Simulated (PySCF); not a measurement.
# C2H8BF2N: NMR shifts at several levels of theory

Aim: compute the NMR shifts of C2H8BF2N (`[BH3-][NH2+]CC(F)F`) at several levels, and see how far they spread and what each costs.

The runs use PySCF 2.14.0, with density-fitted response routines of our own; the level of theory stands in each step. All values are computed, except where a source is named. Atoms count from 0, in the outputs and in this text.

### 1 Starting geometry

14 atoms, charge 0, multiplicity 1; geometry from: PBE0-D3(BJ)/def2-SVP.

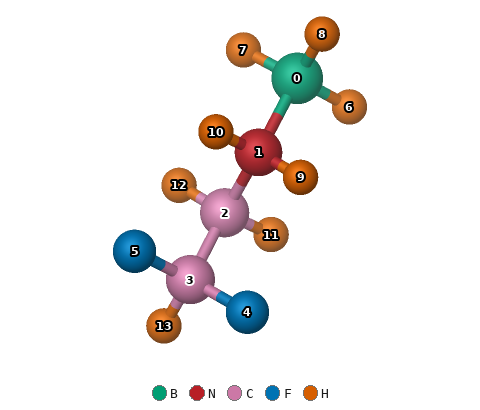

The starting geometry (boron teal, nitrogen red, carbon pink, fluorine blue, hydrogen orange), atoms numbered; sticks join atoms by distance.

### 2 NMR shieldings: PBE0/6-31G*

What the job is given:

```
{"job": {"kind": "nmr", "xc": "PBE0", "basis": "6-31G*", "pop": true}, "charge": 0, "multiplicity": 1}
B      1.982819     0.326656     0.101196
N      0.370615     0.522341     0.235021
C     -0.413106    -0.599865    -0.274806
C     -1.891997    -0.358149    -0.112637
F     -2.176973    -0.173748     1.198474
F     -2.236512     0.779567    -0.762733
H      2.242972    -0.677863     0.754242
H      2.195589     0.188098    -1.098199
H      2.475408     1.346044     0.565184
H      0.137215     0.676744     1.218461
H      0.097053     1.375561    -0.257458
H     -0.112907    -1.507415     0.266922
H     -0.163151    -0.746835    -1.334569
H     -2.510424    -1.186542    -0.497412
```

Level: GIAO PBE0/6-31G* NMR shielding, non-relativistic, gas phase.

Started as:

```console
> OMP_NUM_THREADS=1 python probes_run.py task.json out
```

One launch serves the whole session: the jobs run in the order shown.

What it wrote:

```text
coarse grid: 11456 points
cycle   1  E = -359.8200615105  dE =  5.839e-01  |g| = 7.422e-01  |ddm| = 3.074e+00
cycle   2  E = -359.7615693109  dE =  5.849e-02  |g| = 9.975e-01  |ddm| = 1.236e+00
cycle   3  E = -359.9307377784  dE = -1.692e-01  |g| = 7.865e-02  |ddm| = 6.816e-01
cycle   4  E = -359.9321746340  dE = -1.437e-03  |g| = 2.333e-02  |ddm| = 9.566e-02
cycle   5  E = -359.9323176520  dE = -1.430e-04  |g| = 4.423e-03  |ddm| = 2.438e-02
cycle   6  E = -359.9323213202  dE = -3.668e-06  |g| = 1.653e-03  |ddm| = 4.246e-03
final grid: 110800 points
cycle   7  E = -359.9132032106  dE = -3.428e-05  |g| = 7.821e-03  |ddm| = 1.934e-02
cycle   8  E = -359.9131963174  dE =  6.893e-06  |g| = 1.026e-02  |ddm| = 1.433e-02
cycle   9  E = -359.9132166689  dE = -2.035e-05  |g| = 7.643e-04  |ddm| = 7.545e-03
cycle  10  E = -359.9132167975  dE = -1.287e-07  |g| = 1.526e-04  |ddm| = 7.613e-04
cycle  11  E = -359.9132168018  dE = -4.229e-09  |g| = 4.724e-05  |ddm| = 1.455e-04
cycle  12  E = -359.9132168023  dE = -4.964e-10  |g| = 1.324e-05  |ddm| = 4.741e-05
converged SCF energy = -359.9132168023

GIAO shielding tensors (ppm)
atom      isotropic    diamagn.    paramagn.     s11        s22        s33       span
  0 B      132.077     190.841     -58.764    118.342    120.847    157.041     38.699
  1 N      234.571     317.884     -83.313    223.264    236.581    243.867     20.603
  2 C      144.330     248.329    -103.999    126.385    137.934    168.670     42.285
  3 C       83.979     237.356    -153.377     65.489     83.449    103.000     37.510
  4 F      337.737     472.239    -134.502    234.370    347.887    430.953    196.583
  5 F      337.833     472.269    -134.436    234.772    347.934    430.791    196.019
  6 H       29.768      30.186      -0.417     26.910     28.076     34.320      7.410
  7 H       29.770      30.183      -0.413     26.917     28.075     34.317      7.400
  8 H       29.453      29.705      -0.253     26.439     27.918     34.001      7.563
  9 H       29.229      30.506      -1.277     21.451     28.594     37.642     16.190
 10 H       29.230      30.498      -1.268     21.436     28.590     37.664     16.228
 11 H       29.179      30.112      -0.933     25.550     28.878     33.108      7.558
 12 H       29.180      30.113      -0.933     25.550     28.861     33.129      7.579
 13 H       26.175      25.860       0.316     23.532     24.701     30.293      6.761
```

It took 6.7 s on 1 thread of Arm Neoverse V2, shared host; peak memory 0.57 GiB.

Shifts follow as δ = σ(reference) − σ, with reference shieldings (ppm) from runs at the same level and on the same kind of geometry: 1H TMS 31.96, 13C TMS 194.1, 19F CFCl3 198.9, 15N NH3 259.4, 11B BF3·OEt2 112.3. The references are single molecules in the gas phase, so shifts against H2O, NH3, PH3, H3PO4 or CFCl3 are not on the usual liquid scales and can be off by tens of ppm. Atoms listed in one row are averaged.

| atoms | environment | σ (ppm) | δ (ppm) |
| --- | --- | --- | --- |
| C3 | sp3 CH bonded to 2 F | 84.0 | 110.2 |
| C2 | sp3 CH2 bonded to N | 144.3 | 49.8 |
| H13 | hydrogen on an sp3 CH bonded to 2 F | 26.18 | 5.79 |
| H11, H12 | hydrogen on an sp3 CH2 bonded to N | 29.18 | 2.78 |
| H9, H10 | hydrogen on a donor nitrogen of a Lewis adduct | 29.23 | 2.73 |
| H6, H7, H8 | hydrogen on a boron bonded to N | 29.66 | 2.30 |
| B0 | boron bonded to N, 3 H | 132.1 | -19.8 |
| N1 | donor nitrogen of a Lewis adduct | 234.6 | 24.8 |
| F4, F5 | fluorine of a CF2 group | 337.8 | -138.9 |

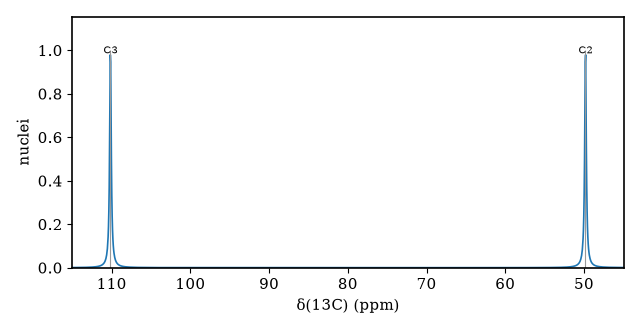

13C lines at the computed shifts, without couplings. Lines are broadened to a width of 0.24 ppm (Lorentzian).

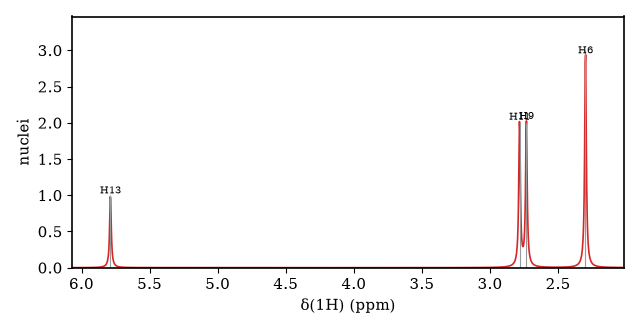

1H lines at the computed shifts, without couplings. Lines are broadened to a width of 0.01 ppm (Lorentzian).

The run also stored atomic charges by several schemes (e):

```
 atoms  Mulliken    IAO  Hirshfeld  ESP fit
    B0     -0.12  -0.37      -0.11    -0.15
    N1     -0.68  -0.27      -0.02    -0.07
    C2     -0.28  -0.19       0.00    -0.15
    C3      0.50   0.44       0.15     0.20
F4, F5     -0.32  -0.30      -0.10    -0.17
```

IAO charges:

B0 -0.37; N1 -0.27; C2 -0.19; C3 0.44; F4 -0.30; F5 -0.30; H6 -0.04; H7 -0.04; H8 -0.03; H9 0.29; H10 0.29; H11 0.18; H12 0.18; H13 0.15

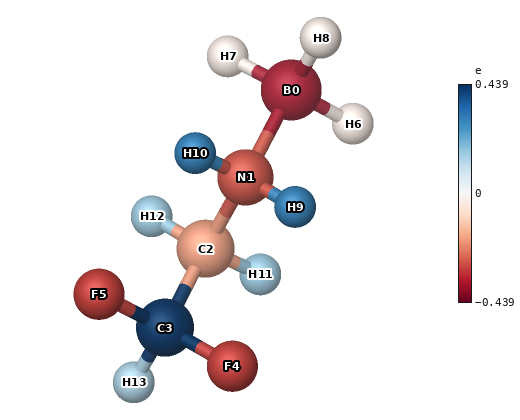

IAO charges, as colours on the atoms.

Mayer bond orders: B0–N1 0.61, N1–C2 0.94, C2–C3 0.95, C3–F4 0.94, C3–F5 0.94.

### 3 Shielding tensors: PBE0/6-311+G(2d,p)

Same as in step 2 but for these lines:

```diff
@@ -1,2 +1,2 @@
-{"job": {"kind": "nmr", "xc": "PBE0", "basis": "6-31G*", "pop": true}, "charge": 0, "multiplicity": 1}
+{"job": {"kind": "nmr", "xc": "PBE0", "basis": "6-311+G(2d,p)", "pop": true}, "charge": 0, "multiplicity": 1}
 B      1.982819     0.326656     0.101196
```

Level: GIAO PBE0/6-311+G(2d,p) NMR shielding, non-relativistic, gas phase.

What it wrote:

```text
coarse grid: 11456 points
cycle   1  E = -359.9320061007  dE =  5.926e-01  |g| = 7.330e-01  |ddm| = 2.820e+00
cycle   2  E = -359.8678112677  dE =  6.419e-02  |g| = 1.024e+00  |ddm| = 1.103e+00
cycle   3  E = -360.0374289534  dE = -1.696e-01  |g| = 8.718e-02  |ddm| = 5.429e-01
cycle   4  E = -360.0389790380  dE = -1.550e-03  |g| = 3.120e-02  |ddm| = 9.812e-02
cycle   5  E = -360.0392049542  dE = -2.259e-04  |g| = 5.016e-03  |ddm| = 2.342e-02
cycle   6  E = -360.0392097197  dE = -4.766e-06  |g| = 1.601e-03  |ddm| = 4.546e-03
final grid: 110800 points
cycle   7  E = -360.0430542902  dE = -7.071e-05  |g| = 5.955e-03  |ddm| = 6.946e-02
cycle   8  E = -360.0430521733  dE =  2.117e-06  |g| = 6.964e-03  |ddm| = 1.060e-02
cycle   9  E = -360.0430622387  dE = -1.007e-05  |g| = 9.767e-04  |ddm| = 4.656e-03
cycle  10  E = -360.0430623730  dE = -1.343e-07  |g| = 2.824e-04  |ddm| = 6.605e-04
cycle  11  E = -360.0430623867  dE = -1.366e-08  |g| = 5.218e-05  |ddm| = 2.081e-04
cycle  12  E = -360.0430623872  dE = -4.948e-10  |g| = 2.087e-05  |ddm| = 5.360e-05
converged SCF energy = -360.0430623872

GIAO shielding tensors (ppm)
atom      isotropic    diamagn.    paramagn.     s11        s22        s33       span
  0 B      124.864     185.183     -60.319    110.495    112.259    151.836     41.341
  1 N      225.197     311.958     -86.761    212.326    228.877    234.388     22.061
  2 C      134.166     247.108    -112.943    116.453    126.579    159.465     43.012
  3 C       72.249     247.007    -174.758     52.408     72.452     91.886     39.479
  4 F      319.030     463.182    -144.152    200.654    332.585    423.853    223.199
  5 F      319.126     463.122    -143.996    201.089    332.427    423.861    222.772
  6 H       29.474      28.404       1.071     26.939     27.643     33.841      6.901
  7 H       29.476      28.406       1.069     26.945     27.642     33.839      6.894
  8 H       29.139      27.933       1.206     26.423     27.362     33.632      7.210
  9 H       28.475      30.042      -1.567     20.593     27.878     36.955     16.362
 10 H       28.479      30.051      -1.572     20.581     27.875     36.981     16.400
 11 H       28.506      30.413      -1.907     24.735     28.348     32.435      7.699
 12 H       28.507      30.448      -1.941     24.735     28.327     32.460      7.725
 13 H       25.653      29.219      -3.566     23.135     24.405     29.420      6.285
```

It took 17 s on 1 thread of Arm Neoverse V2, shared host; peak memory 0.96 GiB.

In short: δ C3 114.2, C2 52.3, B0 -22.4, N1 36.7, H13 5.86, H9 3.03 ppm (means over like atoms).

### 4 Shielding tensors: PBE0/def2-SVP

Same as in step 3 but for these lines:

```diff
@@ -1,2 +1,2 @@
-{"job": {"kind": "nmr", "xc": "PBE0", "basis": "6-311+G(2d,p)", "pop": true}, "charge": 0, "multiplicity": 1}
+{"job": {"kind": "nmr", "xc": "PBE0", "basis": "def2-SVP", "pop": true}, "charge": 0, "multiplicity": 1}
 B      1.982819     0.326656     0.101196
```

Level: GIAO PBE0/def2-SVP NMR shielding, non-relativistic, gas phase.

What it wrote:

```text
coarse grid: 11456 points
cycle   1  E = -359.5015615608  dE =  5.508e-01  |g| = 7.293e-01  |ddm| = 3.441e+00
cycle   2  E = -359.4445885254  dE =  5.697e-02  |g| = 9.758e-01  |ddm| = 1.377e+00
cycle   3  E = -359.6105292353  dE = -1.659e-01  |g| = 7.673e-02  |ddm| = 7.621e-01
cycle   4  E = -359.6118445751  dE = -1.315e-03  |g| = 2.482e-02  |ddm| = 1.038e-01
cycle   5  E = -359.6120077034  dE = -1.631e-04  |g| = 4.353e-03  |ddm| = 2.765e-02
cycle   6  E = -359.6120112188  dE = -3.515e-06  |g| = 1.657e-03  |ddm| = 4.465e-03
final grid: 110800 points
cycle   7  E = -359.6575702559  dE = -4.108e-05  |g| = 6.658e-03  |ddm| = 2.285e-02
cycle   8  E = -359.6575657424  dE =  4.513e-06  |g| = 8.512e-03  |ddm| = 1.298e-02
cycle   9  E = -359.6575802736  dE = -1.453e-05  |g| = 7.122e-04  |ddm| = 6.989e-03
cycle  10  E = -359.6575803776  dE = -1.040e-07  |g| = 1.541e-04  |ddm| = 7.910e-04
cycle  11  E = -359.6575803822  dE = -4.571e-09  |g| = 4.018e-05  |ddm| = 1.541e-04
cycle  12  E = -359.6575803825  dE = -3.577e-10  |g| = 1.203e-05  |ddm| = 4.478e-05
converged SCF energy = -359.6575803825

GIAO shielding tensors (ppm)
atom      isotropic    diamagn.    paramagn.     s11        s22        s33       span
  0 B      131.808     192.109     -60.301    117.677    120.330    157.418     39.741
  1 N      234.705     308.531     -73.826    223.607    236.025    244.484     20.877
  2 C      144.183     250.804    -106.621    125.246    138.140    169.163     43.916
  3 C       82.229     241.205    -158.975     61.885     81.836    102.967     41.082
  4 F      340.805     472.566    -131.761    234.783    347.558    440.075    205.292
  5 F      340.884     472.633    -131.750    235.188    347.541    439.923    204.735
  6 H       29.428      30.500      -1.072     26.644     27.655     33.985      7.341
  7 H       29.429      30.496      -1.067     26.650     27.654     33.982      7.333
  8 H       29.071      29.805      -0.733     26.164     27.338     33.713      7.549
  9 H       28.508      31.367      -2.860     20.391     27.691     37.441     17.050
 10 H       28.511      31.358      -2.847     20.378     27.688     37.466     17.088
 11 H       28.683      31.422      -2.740     24.922     28.162     32.964      8.042
 12 H       28.685      31.423      -2.738     24.923     28.144     32.989      8.066
 13 H       25.834      26.719      -0.885     23.183     24.382     29.938      6.755
```

It took 8.1 s on 1 thread of Arm Neoverse V2, shared host; peak memory 0.66 GiB.

In short: δ C3 111.5, C2 49.5, B0 -21.1, N1 35.1, H13 5.51, H9 2.83 ppm (means over like atoms).

### 5 Shielding tensors: PBE0/def2-TZVP

Same as in step 4 but for these lines:

```diff
@@ -1,2 +1,2 @@
-{"job": {"kind": "nmr", "xc": "PBE0", "basis": "def2-SVP", "pop": true}, "charge": 0, "multiplicity": 1}
+{"job": {"kind": "nmr", "xc": "PBE0", "basis": "def2-TZVP", "pop": true}, "charge": 0, "multiplicity": 1}
 B      1.982819     0.326656     0.101196
```

Level: GIAO PBE0/def2-TZVP NMR shielding, non-relativistic, gas phase.

What it wrote:

```text
coarse grid: 11456 points
cycle   1  E = -359.9703497430  dE =  5.834e-01  |g| = 7.399e-01  |ddm| = 2.508e+00
cycle   2  E = -359.9058512664  dE =  6.450e-02  |g| = 1.032e+00  |ddm| = 1.009e+00
cycle   3  E = -360.0763533548  dE = -1.705e-01  |g| = 8.638e-02  |ddm| = 5.308e-01
cycle   4  E = -360.0778761121  dE = -1.523e-03  |g| = 3.153e-02  |ddm| = 9.271e-02
cycle   5  E = -360.0781115235  dE = -2.354e-04  |g| = 5.052e-03  |ddm| = 2.332e-02
cycle   6  E = -360.0781163359  dE = -4.812e-06  |g| = 1.596e-03  |ddm| = 4.044e-03
final grid: 110800 points
cycle   7  E = -360.0761880663  dE = -9.629e-05  |g| = 6.301e-03  |ddm| = 5.151e-02
cycle   8  E = -360.0761854746  dE =  2.592e-06  |g| = 7.403e-03  |ddm| = 9.147e-03
cycle   9  E = -360.0761967079  dE = -1.123e-05  |g| = 1.007e-03  |ddm| = 4.747e-03
cycle  10  E = -360.0761968520  dE = -1.442e-07  |g| = 2.879e-04  |ddm| = 7.277e-04
cycle  11  E = -360.0761968665  dE = -1.447e-08  |g| = 5.640e-05  |ddm| = 2.162e-04
cycle  12  E = -360.0761968671  dE = -5.796e-10  |g| = 2.189e-05  |ddm| = 4.757e-05
converged SCF energy = -360.0761968671

GIAO shielding tensors (ppm)
atom      isotropic    diamagn.    paramagn.     s11        s22        s33       span
  0 B      124.907     189.997     -65.090    110.034    111.772    152.916     42.882
  1 N      225.592     309.015     -83.422    212.326    228.927    235.524     23.198
  2 C      133.393     248.492    -115.099    115.160    125.899    159.119     43.959
  3 C       69.286     237.162    -167.876     48.872     69.434     89.553     40.681
  4 F      319.247     468.501    -149.255    199.151    333.595    424.994    225.843
  5 F      319.352     468.581    -149.229    199.575    333.482    424.999    225.424
  6 H       29.442      29.851      -0.408     26.975     27.549     33.803      6.827
  7 H       29.443      29.850      -0.408     26.981     27.547     33.801      6.820
  8 H       29.104      29.302      -0.199     26.415     27.290     33.605      7.189
  9 H       28.483      29.737      -1.254     20.642     27.824     36.983     16.341
 10 H       28.487      29.735      -1.249     20.629     27.821     37.010     16.381
 11 H       28.508      30.793      -2.285     24.804     28.367     32.353      7.549
 12 H       28.509      30.796      -2.287     24.802     28.347     32.378      7.576
 13 H       25.644      27.509      -1.865     23.145     24.471     29.316      6.171
```

Run time: 21 s. Hardware: 1 thread of Arm Neoverse V2, shared host; peak memory 0.89 GiB.

Key values: δ C3 117.4, C2 53.3, B0 -22.3, N1 40.3, H13 5.84, H9 3.00 ppm (means over like atoms).

### 6 Nuclear shieldings: PBE0/cc-pVDZ

Same as in step 5 but for these lines:

```diff
@@ -1,2 +1,2 @@
-{"job": {"kind": "nmr", "xc": "PBE0", "basis": "def2-TZVP", "pop": true}, "charge": 0, "multiplicity": 1}
+{"job": {"kind": "nmr", "xc": "PBE0", "basis": "cc-pVDZ", "pop": true}, "charge": 0, "multiplicity": 1}
 B      1.982819     0.326656     0.101196
```

Method: GIAO PBE0/cc-pVDZ NMR shielding, non-relativistic, gas phase.

What it wrote:

```text
coarse grid: 11456 points
cycle   1  E = -359.8233230995  dE =  6.235e-01  |g| = 7.328e-01  |ddm| = 6.322e+00
cycle   2  E = -359.7637418280  dE =  5.958e-02  |g| = 9.870e-01  |ddm| = 2.408e+00
cycle   3  E = -359.9323207201  dE = -1.686e-01  |g| = 7.797e-02  |ddm| = 1.268e+00
cycle   4  E = -359.9337152403  dE = -1.395e-03  |g| = 2.481e-02  |ddm| = 1.906e-01
cycle   5  E = -359.9338787042  dE = -1.635e-04  |g| = 4.560e-03  |ddm| = 5.168e-02
cycle   6  E = -359.9338826646  dE = -3.960e-06  |g| = 1.676e-03  |ddm| = 9.460e-03
final grid: 110800 points
cycle   7  E = -359.9433170085  dE = -4.176e-05  |g| = 7.264e-03  |ddm| = 5.248e-02
cycle   8  E = -359.9433114926  dE =  5.516e-06  |g| = 9.336e-03  |ddm| = 2.559e-02
cycle   9  E = -359.9433290892  dE = -1.760e-05  |g| = 7.997e-04  |ddm| = 1.327e-02
cycle  10  E = -359.9433292210  dE = -1.318e-07  |g| = 1.773e-04  |ddm| = 1.617e-03
cycle  11  E = -359.9433292268  dE = -5.815e-09  |g| = 4.358e-05  |ddm| = 2.962e-04
cycle  12  E = -359.9433292272  dE = -4.278e-10  |g| = 1.404e-05  |ddm| = 8.952e-05
converged SCF energy = -359.9433292272

GIAO shielding tensors (ppm)
atom      isotropic    diamagn.    paramagn.     s11        s22        s33       span
  0 B      132.779     194.530     -61.751    118.662    120.968    158.708     40.047
  1 N      235.088     302.532     -67.444    224.846    237.404    243.015     18.169
  2 C      144.931     250.335    -105.405    125.649    138.664    170.479     44.830
  3 C       85.005     242.353    -157.348     64.712     84.896    105.406     40.693
  4 F      335.775     471.918    -136.144    230.165    345.155    432.004    201.838
  5 F      335.915     471.963    -136.048    230.626    345.207    431.913    201.286
  6 H       29.351      30.781      -1.430     26.670     27.572     33.810      7.140
  7 H       29.351      30.776      -1.425     26.676     27.570     33.808      7.132
  8 H       29.016      29.953      -0.937     26.203     27.282     33.563      7.360
  9 H       28.464      30.937      -2.473     20.526     27.817     37.048     16.522
 10 H       28.467      30.928      -2.461     20.514     27.814     37.075     16.561
 11 H       28.552      31.399      -2.848     24.902     28.166     32.587      7.686
 12 H       28.554      31.399      -2.845     24.902     28.147     32.612      7.710
 13 H       25.720      26.907      -1.187     23.076     24.280     29.803      6.727
```

Run time: 8.4 s. Hardware: 1 thread of Arm Neoverse V2, shared host; peak memory 0.7 GiB.

Key values: δ C3 111.8, C2 51.8, B0 -19.0, N1 38.0, H13 5.57, H9 2.82 ppm (means over like atoms).

### 7 NMR shieldings: PBE0/cc-pVTZ

Same as in step 6 but for these lines:

```diff
@@ -1,2 +1,2 @@
-{"job": {"kind": "nmr", "xc": "PBE0", "basis": "cc-pVDZ", "pop": true}, "charge": 0, "multiplicity": 1}
+{"job": {"kind": "nmr", "xc": "PBE0", "basis": "cc-pVTZ", "pop": true}, "charge": 0, "multiplicity": 1}
 B      1.982819     0.326656     0.101196
```

With the program's defaults for keys left out, this is: GIAO PBE0/cc-pVTZ NMR shielding, non-relativistic, gas phase.

What it wrote:

```text
coarse grid: 11456 points
cycle   1  E = -359.9561628292  dE =  5.777e-01  |g| = 7.409e-01  |ddm| = 6.973e+00
cycle   2  E = -359.8933649506  dE =  6.280e-02  |g| = 1.032e+00  |ddm| = 2.206e+00
cycle   3  E = -360.0619232393  dE = -1.686e-01  |g| = 8.474e-02  |ddm| = 1.154e+00
cycle   4  E = -360.0634069263  dE = -1.484e-03  |g| = 3.099e-02  |ddm| = 2.055e-01
cycle   5  E = -360.0636306566  dE = -2.237e-04  |g| = 5.078e-03  |ddm| = 5.717e-02
cycle   6  E = -360.0636353877  dE = -4.731e-06  |g| = 1.638e-03  |ddm| = 9.488e-03
final grid: 110800 points
cycle   7  E = -360.0622273111  dE = -1.023e-04  |g| = 7.080e-03  |ddm| = 9.927e-02
cycle   8  E = -360.0622227314  dE =  4.580e-06  |g| = 8.903e-03  |ddm| = 2.340e-02
cycle   9  E = -360.0622374930  dE = -1.476e-05  |g| = 9.725e-04  |ddm| = 1.174e-02
cycle  10  E = -360.0622376314  dE = -1.384e-07  |g| = 2.797e-04  |ddm| = 1.715e-03
cycle  11  E = -360.0622376462  dE = -1.477e-08  |g| = 5.719e-05  |ddm| = 4.930e-04
cycle  12  E = -360.0622376468  dE = -6.012e-10  |g| = 2.177e-05  |ddm| = 1.047e-04
converged SCF energy = -360.0622376468

GIAO shielding tensors (ppm)
atom      isotropic    diamagn.    paramagn.     s11        s22        s33       span
  0 B      125.521     195.498     -69.977    110.779    112.831    152.953     42.173
  1 N      225.821     298.358     -72.537    212.863    229.540    235.061     22.198
  2 C      134.436     248.036    -113.601    116.536    126.892    159.879     43.343
  3 C       70.933     234.252    -163.320     50.666     71.016     91.116     40.450
  4 F      321.776     470.585    -148.809    203.476    336.433    425.418    221.943
  5 F      321.899     470.655    -148.756    203.926    336.387    425.385    221.459
  6 H       29.395      30.400      -1.005     26.920     27.503     33.763      6.844
  7 H       29.396      30.399      -1.003     26.925     27.502     33.762      6.836
  8 H       29.059      29.763      -0.704     26.376     27.232     33.569      7.193
  9 H       28.128      30.484      -2.356     20.099     27.380     36.905     16.806
 10 H       28.130      30.475      -2.344     20.085     27.376     36.930     16.844
 11 H       28.317      30.997      -2.681     24.566     28.109     32.276      7.710
 12 H       28.317      30.998      -2.680     24.563     28.088     32.301      7.739
 13 H       25.472      27.211      -1.739     22.925     24.202     29.288      6.363
```

Run time: 29 s. Hardware: 1 thread of Arm Neoverse V2, shared host; peak memory 1 GiB.

This run: δ C3 116.4, C2 52.9, B0 -22.8, N1 40.9, H13 5.82, H9 3.16 ppm (means over like atoms).

(Part 1 of 2 ends here.)
